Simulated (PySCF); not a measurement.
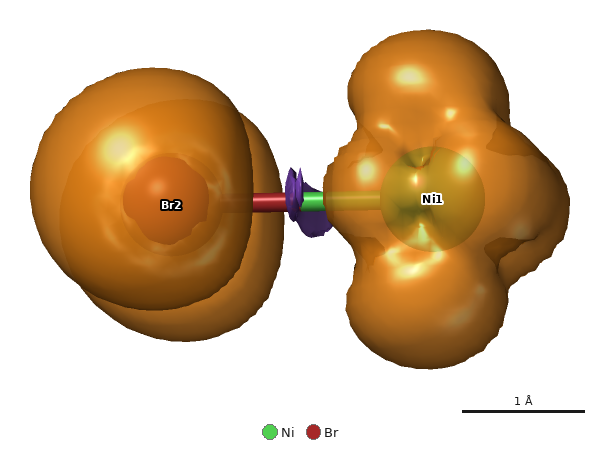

Figure 1: NiBr (charge +1, triplet). Isosurfaces of the spin density at +0.02 (orange) and −0.02 e/Å³ (purple), seen from one side.

These are results of PySCF, PBE0/def2-TZVPPD, non-relativistic Hamiltonian with scalar-relativistic core potentials where named, at a bond length of 2.180 Å, not measurements.

```xyz
2

Ni    0.0000    0.0000   -1.2571
Br    0.0000    0.0000    0.9229
```

> Describe the spin distribution.

The unpaired spin (2 electrons) lies mostly on Ni1 (about 1.5) and Br2 (about 0.5), in electrons by Hirshfeld's partition.
